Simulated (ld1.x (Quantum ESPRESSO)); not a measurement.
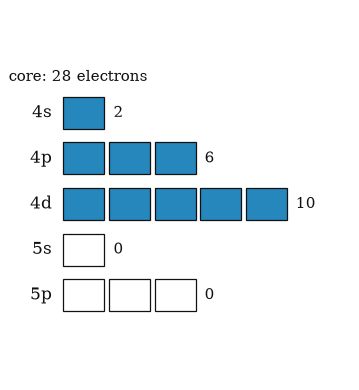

*The valence shells of the reference configuration: a box for each of the 2l + 1 orbitals, shaded by the share of the shell that is filled, with the electron count at the right.*

## Ag: pseudopotential generation (part 1 of 2)

Silver (Ag, Z = 47), core [Ar] 3d10, reference valence 4s2 4p6 4d10 5s0 5p0 (an ion of charge +1), valence charge 19. Computed at this level: ultrasoft potential, PBE, fully relativistic, made with ld1.x (Quantum ESPRESSO) 7.5.

### The program's output
```
     Program LD1 v.7.5
     --------------------------- All-electron run ----------------------------

     Ag
     dirac relativistic calculation

     atomic number is 47.00
     dft =PBE   lsd =0 sic =0 latt =0  beta=0.20 tr2=1.0E-14
     Exchange-correlation= PBE
                           (   1   4   3   4   0   0   0)
     mesh =1237 r(mesh) =  99.46963 a.u. xmin = -7.00 dx = 0.01250
     1 Ry =  13.60569312 eV, c = 137.03599908

     n l j   nl                  e(Ry)          e(Ha)          e(eV)
     Spin orbit split results
     1 0 0.5 1S 1( 2.00)     -1861.2626      -930.6313    -25323.7681
     2 0 0.5 2S 1( 2.00)      -274.4770      -137.2385     -3734.4502
     2 1 0.5 2P 1( 2.00)      -255.1038      -127.5519     -3470.8633
     2 1 1.5 2P 1( 4.00)      -242.2172      -121.1086     -3295.5325
     3 0 0.5 3S 1( 2.00)       -50.8095       -25.4047      -691.2984
     3 1 0.5 3P 1( 2.00)       -43.1043       -21.5521      -586.4633
     3 1 1.5 3P 1( 4.00)       -40.8301       -20.4151      -555.5223
     4 0 0.5 4S 1( 2.00)        -7.5863        -3.7931      -103.2168
     4 1 0.5 4P 1( 2.00)        -5.1663        -2.5831       -70.2909
     4 1 1.5 4P 1( 4.00)        -4.7934        -2.3967       -65.2175
     3 2 1.5 3D 1( 4.00)       -27.1935       -13.5968      -369.9870
     3 2 2.5 3D 1( 6.00)       -26.7356       -13.3678      -363.7568
     4 2 1.5 4D 1( 4.00)        -1.1746        -0.5873       -15.9807
     4 2 2.5 4D 1( 6.00)        -1.1329        -0.5665       -15.4144
     5 0 0.5 5S 1( 0.00)        -0.8295        -0.4148       -11.2862
     5 1 0.5 5P 1( 0.00)        -0.4760        -0.2380        -6.4769
     5 1 1.5 5P 1( 0.00)        -0.4569        -0.2284        -6.2163
     Averaged results
     1 0     1S 1( 2.00)     -1861.2626      -930.6313    -25323.7681
     2 0     2S 1( 2.00)      -274.4770      -137.2385     -3734.4502
     2 1     2P 1( 6.00)      -246.5127      -123.2563     -3353.9761
     3 0     3S 1( 2.00)       -50.8095       -25.4047      -691.2984
     3 1     3P 1( 6.00)       -41.5882       -20.7941      -565.8360
     4 0     4S 1( 2.00)        -7.5863        -3.7931      -103.2168
     4 1     4P 1( 6.00)        -4.9177        -2.4588       -66.9086
     3 2     3D 1(10.00)       -26.9188       -13.4594      -366.2488
     4 2     4D 1(10.00)        -1.1496        -0.5748       -15.6409
     5 0     5S 1( 0.00)        -0.8295        -0.4148       -11.2862
     5 1     5P 1( 0.00)        -0.4633        -0.2316        -6.3032

     final scf error:  6.2E-15 reached in  29 iterations

     Etot =  -10633.917417 Ry,   -5316.958708 Ha, -144681.817070 eV

     Ekin =   11128.928283 Ry,    5564.464142 Ha,  151416.783012 eV
     Encl =  -25762.018023 Ry,  -12881.009011 Ha, -350510.111443 eV
     Eh   =    4297.725546 Ry,    2148.862773 Ha,   58473.534908 eV
     Exc  =    -298.553224 Ry,    -149.276612 Ha,   -4062.023546 eV

     normalization and overlap integrals

     s(1S/1S) =  1.000000  <r> =   0.0311  <r2> =    0.0013  r(max) =   0.0202
     s(2S/2S) =  1.000000  <r> =   0.1345  <r2> =    0.0214  r(max) =   0.1136
     s(2P/2P) =  1.000000  <r> =   0.1141  <r2> =    0.0160  r(max) =   0.0885
     s(2P/2P) =  1.000000  <r> =   0.1192  <r2> =    0.0173  r(max) =   0.0930
     s(3S/3S) =  1.000000  <r> =   0.3683  <r2> =    0.1553  r(max) =   0.3328
     s(3P/3P) =  1.000000  <r> =   0.3600  <r2> =    0.1508  r(max) =   0.3206
     s(3P/3P) =  1.000000  <r> =   0.3709  <r2> =    0.1598  r(max) =   0.3287
     s(4S/4S) =  1.000000  <r> =   0.9127  <r2> =    0.9446  r(max) =   0.8186
     s(4P/4P) =  1.000000  <r> =   0.9803  <r2> =    1.1024  r(max) =   0.8606
     s(4P/4P) =  1.000000  <r> =   1.0120  <r2> =    1.1754  r(max) =   0.8824
     s(3D/3D) =  1.000000  <r> =   0.3437  <r2> =    0.1409  r(max) =   0.2725
     s(3D/3D) =  1.000000  <r> =   0.3472  <r2> =    0.1436  r(max) =   0.2759
     s(4D/4D) =  1.000000  <r> =   1.3744  <r2> =    2.3136  r(max) =   1.0252
     s(4D/4D) =  1.000000  <r> =   1.3965  <r2> =    2.3924  r(max) =   1.0381
     s(5S/5S) =  1.000000  <r> =   2.8281  <r2> =    9.1188  r(max) =   2.3687
     s(5P/5P) =  1.000000  <r> =   3.6313  <r2> =   15.1493  r(max) =   3.0037
     s(5P/5P) =  1.000000  <r> =   3.7451  <r2> =   16.0921  r(max) =   3.1185

     ------------------------ End of All-electron run ------------------------

     --------------------- Generating US pseudopotential ---------------------

      Generating local potential from pseudized AE potential:
      Matching radius rcloc =   1.4000

      Local pseudo, rcloc= 1.384 Estimated cut-off energy=    12.97 Ry

     Fully relativistic calculation: |psi|^2

     Wfc 4S LC norm =  0.99955980 SC norm =  0.00044017 missing  0.00000004

     Wfc 5S LC norm =  0.99995289 SC norm =  0.00004348 missing  0.00000363

     Wfc 4P LC norm =  0.99961793 SC norm =  0.00038201 missing  0.00000006

     Wfc 4P LC norm =  0.99963806 SC norm =  0.00036174 missing  0.00000020

     Wfc 5P LC norm =  0.99997291 SC norm =  0.00002632 missing  0.00000077

     Wfc 5P LC norm =  0.99997450 SC norm =  0.00002028 missing  0.00000522

     Wfc 4D LC norm =  0.99978898 SC norm =  0.00021097 missing  0.00000005

     Wfc 4D LC norm =  0.99979460 SC norm =  0.00020243 missing  0.00000297
      Wfc-us  4S rcutus= 1.568  Estimated cut-off energy=    22.74 Ry
      Wfc-us  5S rcutus= 1.568  Estimated cut-off energy=    46.19 Ry
      Wfc-us  4P rcutus= 2.013  Estimated cut-off energy=    21.98 Ry
      Wfc-us  4P rcutus= 2.013  Estimated cut-off energy=    21.84 Ry
      Wfc-us  5P rcutus= 2.013  Estimated cut-off energy=    16.81 Ry
      Wfc-us  5P rcutus= 2.013  Estimated cut-off energy=    16.60 Ry
      Wfc-us  4D rcutus= 1.690  Estimated cut-off energy=    40.75 Ry
      Wfc-us  4D rcutus= 1.690  Estimated cut-off energy=    40.69 Ry
      Wfc-us  4D rcutus= 1.690  Estimated cut-off energy=    69.00 Ry
      Wfc-us  4D rcutus= 1.690  Estimated cut-off energy=    68.31 Ry

     Q pseudized with Bessel functions
     Expected ecutrho=     258.9827 due to l1=  2   l2=  2

     ------------------- End of pseudopotential generation -------------------

     --------------------------- All-electron run ----------------------------

     Ag
     dirac relativistic calculation

     atomic number is 47.00
     dft =PBE   lsd =0 sic =0 latt =0  beta=0.20 tr2=1.0E-14
     Exchange-correlation= PBE
                           (   1   4   3   4   0   0   0)
     mesh =1237 r(mesh) =  99.46963 a.u. xmin = -7.00 dx = 0.01250
     1 Ry =  13.60569312 eV, c = 137.03599908

     n l j   nl                  e(Ry)          e(Ha)          e(eV)
     Spin orbit split results
     1 0 0.5 1S 1( 2.00)     -1861.2626      -930.6313    -25323.7681
     2 0 0.5 2S 1( 2.00)      -274.4770      -137.2385     -3734.4502
     2 1 0.5 2P 1( 2.00)      -255.1038      -127.5519     -3470.8633
     2 1 1.5 2P 1( 4.00)      -242.2172      -121.1086     -3295.5325
     3 0 0.5 3S 1( 2.00)       -50.8095       -25.4047      -691.2984
     3 1 0.5 3P 1( 2.00)       -43.1043       -21.5521      -586.4633
     3 1 1.5 3P 1( 4.00)       -40.8301       -20.4151      -555.5223
     4 0 0.5 4S 1( 2.00)        -7.5863        -3.7931      -103.2168
     4 1 0.5 4P 1( 2.00)        -5.1663        -2.5831       -70.2909
     4 1 1.5 4P 1( 4.00)        -4.7934        -2.3967       -65.2175
     3 2 1.5 3D 1( 4.00)       -27.1935       -13.5968      -369.9870
     3 2 2.5 3D 1( 6.00)       -26.7356       -13.3678      -363.7568
     4 2 1.5 4D 1( 4.00)        -1.1746        -0.5873       -15.9807
     4 2 2.5 4D 1( 6.00)        -1.1329        -0.5665       -15.4144
     5 0 0.5 5S 1( 0.00)        -0.8295        -0.4148       -11.2862
     5 1 0.5 5P 1( 0.00)        -0.4760        -0.2380        -6.4769
     5 1 1.5 5P 1( 0.00)        -0.4569        -0.2284        -6.2163
     Averaged results
     1 0     1S 1( 2.00)     -1861.2626      -930.6313    -25323.7681
     2 0     2S 1( 2.00)      -274.4770      -137.2385     -3734.4502
     2 1     2P 1( 6.00)      -246.5127      -123.2563     -3353.9761
     3 0     3S 1( 2.00)       -50.8095       -25.4047      -691.2984
     3 1     3P 1( 6.00)       -41.5882       -20.7941      -565.8360
     4 0     4S 1( 2.00)        -7.5863        -3.7931      -103.2168
     4 1     4P 1( 6.00)        -4.9177        -2.4588       -66.9086
     3 2     3D 1(10.00)       -26.9188       -13.4594      -366.2488
     4 2     4D 1(10.00)        -1.1496        -0.5748       -15.6409
     5 0     5S 1( 0.00)        -0.8295        -0.4148       -11.2862
     5 1     5P 1( 0.00)        -0.4633        -0.2316        -6.3032

     final scf error:  6.2E-15 reached in  29 iterations

     Etot =  -10633.917417 Ry,   -5316.958708 Ha, -144681.817070 eV

     Ekin =   11128.928283 Ry,    5564.464142 Ha,  151416.783012 eV
     Encl =  -25762.018023 Ry,  -12881.009011 Ha, -350510.111443 eV
     Eh   =    4297.725546 Ry,    2148.862773 Ha,   58473.534908 eV
     Exc  =    -298.553224 Ry,    -149.276612 Ha,   -4062.023546 eV

     normalization and overlap integrals

     s(1S/1S) =  1.000000  <r> =   0.0311  <r2> =    0.0013  r(max) =   0.0202
     s(2S/2S) =  1.000000  <r> =   0.1345  <r2> =    0.0214  r(max) =   0.1136
     s(2P/2P) =  1.000000  <r> =   0.1141  <r2> =    0.0160  r(max) =   0.0885
     s(2P/2P) =  1.000000  <r> =   0.1192  <r2> =    0.0173  r(max) =   0.0930
     s(3S/3S) =  1.000000  <r> =   0.3683  <r2> =    0.1553  r(max) =   0.3328
     s(3P/3P) =  1.000000  <r> =   0.3600  <r2> =    0.1508  r(max) =   0.3206
     s(3P/3P) =  1.000000  <r> =   0.3709  <r2> =    0.1598  r(max) =   0.3287
     s(4S/4S) =  1.000000  <r> =   0.9127  <r2> =    0.9446  r(max) =   0.8186
     s(4P/4P) =  1.000000  <r> =   0.9803  <r2> =    1.1024  r(max) =   0.8606
     s(4P/4P) =  1.000000  <r> =   1.0120  <r2> =    1.1754  r(max) =   0.8824
     s(3D/3D) =  1.000000  <r> =   0.3437  <r2> =    0.1409  r(max) =   0.2725
     s(3D/3D) =  1.000000  <r> =   0.3472  <r2> =    0.1436  r(max) =   0.2759
     s(4D/4D) =  1.000000  <r> =   1.3744  <r2> =    2.3136  r(max) =   1.0252
     s(4D/4D) =  1.000000  <r> =   1.3965  <r2> =    2.3924  r(max) =   1.0381
     s(5S/5S) =  1.000000  <r> =   2.8281  <r2> =    9.1188  r(max) =   2.3687
     s(5P/5P) =  1.000000  <r> =   3.6313  <r2> =   15.1493  r(max) =   3.0037
     s(5P/5P) =  1.000000  <r> =   3.7451  <r2> =   16.0921  r(max) =   3.1185

     ------------------------ End of All-electron run ------------------------

     Computing logarithmic derivative in   2.21139
     Message from routine run_pseudo:
     Warning: convergence not achieved
     Computing logarithmic derivative in   2.21139
     Computing the partial wave expansion
     R is outside the sphere for l=    0 j= 0.50
     R is outside the sphere for l=    0 j= 0.50
     R is outside the sphere for l=    1 j= 0.50
     R is outside the sphere for l=    1 j= 0.50
     R is outside the sphere for l=    1 j= 1.50
     R is outside the sphere for l=    1 j= 1.50
     R is outside the sphere for l=    2 j= 1.50
     R is outside the sphere for l=    2 j= 1.50
     R is outside the sphere for l=    2 j= 2.50
     R is outside the sphere for l=    2 j= 2.50

     ---------------------- Testing the pseudopotential ----------------------

     Ag
     dirac relativistic calculation

     atomic number is 47.00   valence charge is 19.00
     dft =PBE   lsd =0 sic =0 latt =0  beta=0.20 tr2=1.0E-14
     mesh =1237 r(mesh) =  99.46963 xmin = -7.00 dx = 0.01250

     n l  j  nl             e AE (Ry)       e PS (Ry)    De AE-PS (Ry)
     1 0 0.5 4S   1( 2.00)       -7.58630       -7.58629       -0.00000
     2 1 0.5 4P   1( 2.00)       -5.16629       -5.16628       -0.00000
     2 1 1.5 4P   1( 4.00)       -4.79340       -4.79340       -0.00000
     3 2 1.5 4D   1( 4.00)       -1.17456       -1.17456       -0.00000
     3 2 2.5 4D   1( 6.00)       -1.13293       -1.13294        0.00001
     2 0 0.5 5S   1( 0.00)       -0.82952       -0.82951       -0.00000
     3 1 0.5 5P   1( 0.00)       -0.47604       -0.47604       -0.00000
     3 1 1.5 5P   1( 0.00)       -0.45689       -0.45689       -0.00000

     eps = 6.4E-10  iter =201

     Etot =  -10633.917417 Ry,   -5316.958708 Ha, -144681.817070 eV
     Etotps =  -293.616870 Ry,    -146.808435 Ha,   -3994.861025 eV

     Ekin =      63.535020 Ry,      31.767510 Ha,     864.437979 eV
     Encl =    -625.136838 Ry,    -312.568419 Ha,   -8505.419981 eV
     Ehrt =     245.781142 Ry,     122.890571 Ha,    3344.022790 eV
     Ecxc =     -27.504686 Ry,     -13.752343 Ha,    -374.220324 eV
     Epseu=      49.708494 Ry,      24.854247 Ha,     676.318512 eV

     ---------------------- End of pseudopotential test ----------------------
```

### Output of the test run (extracts)
```
     ---------------------- Testing the pseudopotential ----------------------

     Ag
     dirac relativistic calculation

     atomic number is 47.00   valence charge is 19.00
     dft =PBE   lsd =0 sic =0 latt =0  beta=0.20 tr2=1.0E-14
     mesh =1237 r(mesh) =  99.46963 xmin = -7.00 dx = 0.01250

     n l  j  nl             e AE (Ry)       e PS (Ry)    De AE-PS (Ry)
     1 0 0.5 4S   1( 2.00)       -7.58630       -7.58629       -0.00000
     2 1 0.5 4P   1( 2.00)       -5.16629       -5.16628       -0.00000
     2 1 1.5 4P   1( 4.00)       -4.79340       -4.79340       -0.00000
     3 2 1.5 4D   1( 4.00)       -1.17456       -1.17456       -0.00000
     3 2 2.5 4D   1( 6.00)       -1.13293       -1.13294        0.00001
     2 0 0.5 5S   1( 0.00)       -0.82952       -0.82951       -0.00000
     3 1 0.5 5P   1( 0.00)       -0.47604       -0.47604       -0.00000
     3 1 1.5 5P   1( 0.00)       -0.45689       -0.45689       -0.00000

     eps = 5.1E-10  iter =201

     Etot =  -10633.917417 Ry,   -5316.958708 Ha, -144681.817070 eV
     Etotps =  -293.616870 Ry,    -146.808435 Ha,   -3994.861025 eV

     Ekin =      63.535020 Ry,      31.767510 Ha,     864.437979 eV
     Encl =    -625.136838 Ry,    -312.568419 Ha,   -8505.419981 eV
     Ehrt =     245.781142 Ry,     122.890571 Ha,    3344.022790 eV
     Ecxc =     -27.504686 Ry,     -13.752343 Ha,    -374.220324 eV
     Epseu=      49.708494 Ry,      24.854247 Ha,     676.318512 eV

     ---------------------- End of pseudopotential test ----------------------

     ---------------------- Testing the pseudopotential ----------------------

     Ag
     dirac relativistic calculation

     atomic number is 47.00   valence charge is 19.00
     dft =PBE   lsd =0 sic =0 latt =0  beta=0.20 tr2=1.0E-14
     mesh =1237 r(mesh) =  99.46963 xmin = -7.00 dx = 0.01250

     n l  j  nl             e AE (Ry)       e PS (Ry)    De AE-PS (Ry)
     1 0 0.5 4S   1( 2.00)       -6.98194       -6.97721       -0.00473
     2 1 0.5 4P   1( 2.00)       -4.56013       -4.55720       -0.00293
     2 1 1.5 4P   1( 4.00)       -4.18645       -4.18431       -0.00214
     3 2 1.5 4D   1( 4.00)       -0.57197       -0.57263        0.00066
     3 2 2.5 4D   1( 6.00)       -0.53105       -0.53181        0.00076
     2 0 0.5 5S   1( 1.00)       -0.32382       -0.32351       -0.00030
     3 1 0.5 5P   1( 0.00)       -0.05984       -0.05985        0.00002
     3 1 1.5 5P   1( 0.00)       -0.05179       -0.05181        0.00002

     eps = 3.6E-15  iter = 31

     Etot =  -10634.487715 Ry,   -5317.243857 Ha, -144689.576367 eV
     Etotps =  -294.186867 Ry,    -147.093433 Ha,   -4002.616231 eV
     dEtot_ae =      -0.570298 Ry
     dEtot_ps =      -0.569997 Ry,   Delta E=      -0.000301 Ry

     Ekin =      64.809019 Ry,      32.404509 Ha,     881.771622 eV
     Encl =    -636.793382 Ry,    -318.396691 Ha,   -8664.015339 eV
     Ehrt =     257.009708 Ry,     128.504854 Ha,    3496.795213 eV
     Ecxc =     -27.804409 Ry,     -13.902205 Ha,    -378.298261 eV
     Epseu=      48.592198 Ry,      24.296099 Ha,     661.130535 eV

     ---------------------- End of pseudopotential test ----------------------

     ---------------------- Testing the pseudopotential ----------------------

     Ag
     dirac relativistic calculation

     atomic number is 47.00   valence charge is 19.00
     dft =PBE   lsd =0 sic =0 latt =0  beta=0.20 tr2=1.0E-14
     mesh =1237 r(mesh) =  99.46963 xmin = -7.00 dx = 0.01250

     n l  j  nl             e AE (Ry)       e PS (Ry)    De AE-PS (Ry)
     1 0 0.5 4S   1( 2.00)       -8.63861       -8.63169       -0.00693  !
     2 1 0.5 4P   1( 2.00)       -6.20899       -6.20377       -0.00522  !
     2 1 1.5 4P   1( 4.00)       -5.83177       -5.82737       -0.00439
     3 2 1.5 4D   1( 3.60)       -2.15042       -2.14914       -0.00129
     3 2 2.5 4D   1( 5.40)       -2.10507       -2.10393       -0.00114
     2 0 0.5 5S   1( 0.00)       -1.52803       -1.52751       -0.00052
     3 1 0.5 5P   1( 0.00)       -1.07709       -1.07700       -0.00009
     3 1 1.5 5P   1( 0.00)       -1.04418       -1.04411       -0.00007

     eps = 6.6E-15  iter = 32

     Etot =  -10632.291987 Ry,   -5316.145993 Ha, -144659.701964 eV
     Etotps =  -291.991699 Ry,    -145.995850 Ha,   -3972.749453 eV
     dEtot_ae =       1.625430 Ry
     dEtot_ps =       1.625171 Ry,   Delta E=       0.000260 Ry

     Ekin =      62.260790 Ry,      31.130395 Ha,     847.101204 eV
     Encl =    -605.198804 Ry,    -302.599402 Ha,   -8234.149206 eV
     Ehrt =     227.942455 Ry,     113.971228 Ha,    3101.315093 eV
     Ecxc =     -26.496536 Ry,     -13.248268 Ha,    -360.503731 eV
     Epseu=      49.500395 Ry,      24.750198 Ha,     673.487187 eV

     ---------------------- End of pseudopotential test ----------------------

     ---------------------- Testing the pseudopotential ----------------------

     Ag
     dirac relativistic calculation

     atomic number is 47.00   valence charge is 19.00
     dft =PBE   lsd =0 sic =0 latt =0  beta=0.20 tr2=1.0E-14
     mesh =1237 r(mesh) =  99.46963 xmin = -7.00 dx = 0.01250

     n l  j  nl             e AE (Ry)       e PS (Ry)    De AE-PS (Ry)
     1 0 0.5 4S   1( 2.00)       -9.82189       -9.80511       -0.01679  !
     2 1 0.5 4P   1( 2.00)       -7.37845       -7.36405       -0.01440  !
     2 1 1.5 4P   1( 4.00)       -6.99495       -6.98201       -0.01294  !
     3 2 1.5 4D   1( 3.20)       -3.24374       -3.23653       -0.00721  !
     3 2 2.5 4D   1( 4.80)       -3.19453       -3.18769       -0.00684  !
     2 0 0.5 5S   1( 0.00)       -2.31003       -2.31233        0.00230
     3 1 0.5 5P   1( 0.00)       -1.77482       -1.77611        0.00129
     3 1 1.5 5P   1( 0.00)       -1.72811       -1.72938        0.00126

     eps = 2.9E-15  iter = 23

     Etot =  -10629.632025 Ry,   -5314.816013 Ha, -144623.511345 eV
     Etotps =  -289.335619 Ry,    -144.667810 Ha,   -3936.611645 eV
     dEtot_ae =       4.285392 Ry
     dEtot_ps =       4.281250 Ry,   Delta E=       0.004141 Ry

     Ekin =      60.618747 Ry,      30.309374 Ha,     824.760071 eV
     Encl =    -582.766692 Ry,    -291.383346 Ha,   -7928.944768 eV
     Ehrt =     209.078829 Ry,     104.539414 Ha,    2844.662383 eV
     Ecxc =     -25.310354 Ry,     -12.655177 Ha,    -344.364913 eV
     Epseu=      49.043851 Ry,      24.521925 Ha,     667.275582 eV

     ---------------------- End of pseudopotential test ----------------------

     ---------------------- Testing the pseudopotential ----------------------

     Ag
     dirac relativistic calculation

     atomic number is 47.00   valence charge is 19.00
     dft =PBE   lsd =0 sic =0 latt =0  beta=0.20 tr2=1.0E-14
     mesh =1237 r(mesh) =  99.46963 xmin = -7.00 dx = 0.01250

     n l  j  nl             e AE (Ry)       e PS (Ry)    De AE-PS (Ry)
     1 0 0.5 4S   1( 1.00)       -8.05092       -8.05555        0.00463
     2 1 0.5 4P   1( 2.00)       -5.60945       -5.60722       -0.00223
     2 1 1.5 4P   1( 4.00)       -5.22643       -5.22275       -0.00369
     3 2 1.5 4D   1( 4.00)       -1.51887       -1.50946       -0.00941  !
     3 2 2.5 4D   1( 6.00)       -1.47251       -1.46312       -0.00938  !
     2 0 0.5 5S   1( 1.00)       -0.94549       -0.95125        0.00576  !
     3 1 0.5 5P   1( 0.00)       -0.55496       -0.55561        0.00065
     3 1 1.5 5P   1( 0.00)       -0.53184       -0.53241        0.00057

     eps = 8.9E-15  iter = 43

     Etot =  -10626.988521 Ry,   -5313.494260 Ha, -144587.544636 eV
     Etotps =  -286.687178 Ry,    -143.343589 Ha,   -3900.577770 eV
     dEtot_ae =       6.928896 Ry
     dEtot_ps =       6.929691 Ry,   Delta E=      -0.000795 Ry

     Ekin =      67.475853 Ry,      33.737926 Ha,     918.055747 eV
     Encl =    -615.085802 Ry,    -307.542901 Ha,   -8368.668671 eV
     Ehrt =     238.865491 Ry,     119.432746 Ha,    3249.930571 eV
     Ecxc =     -26.751035 Ry,     -13.375518 Ha,    -363.966377 eV
     Epseu=      48.808315 Ry,      24.404158 Ha,     664.070961 eV

     ---------------------- End of pseudopotential test ----------------------
```

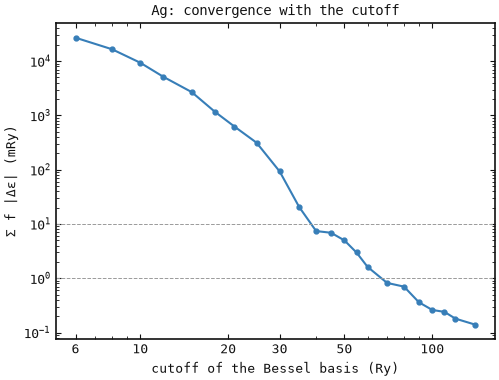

*The pseudo-atom Hamiltonian at the reference potential is diagonalised in spherical Bessel functions (20 bohr box) up to the cutoff. Curve: occupation-weighted sum of the valence levels' distances from their values at 400 Ry.*

- Cutoffs for 10 and 1 mRy in the occupation-weighted sum of levels: 40 Ry and 70 Ry, on the ladder of cutoffs that was run.
- Error at 40 Ry: about 7.4 mRy.

(Continued in part 2.) Outcome of the run: generated.
